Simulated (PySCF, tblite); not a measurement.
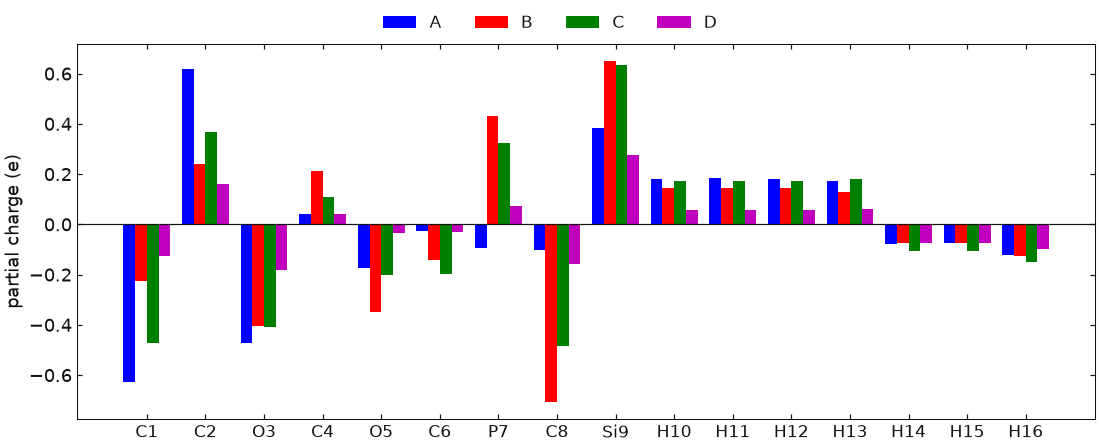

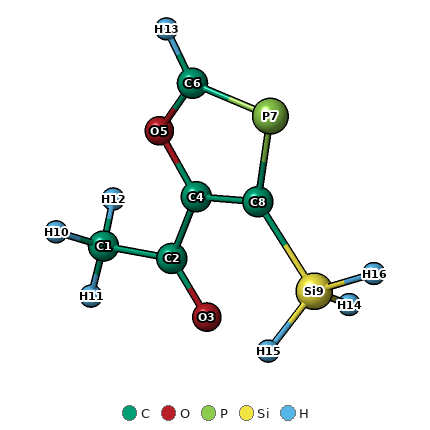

Atomic charges of C₅H₇O₂PSi, SMILES CC(=O)c1ocpc1[SiH3] by 4 schemes, PBE0/pcSseg-1 in PySCF 2.14.0, at a GFN2-xTB geometry (a minimum by its frequencies).

> The schemes are ESP fit, Hirshfeld, IAO and Mulliken. Which series is which?

A: ESP fit (P7 −0.09 e); B: Mulliken (P7 0.43 e); C: IAO (P7 0.33 e); D: Hirshfeld (P7 0.07 e).

Caveats: the tight-binding geometry is rougher than a DFT one and adds to the error; one conformer of a flexible molecule.
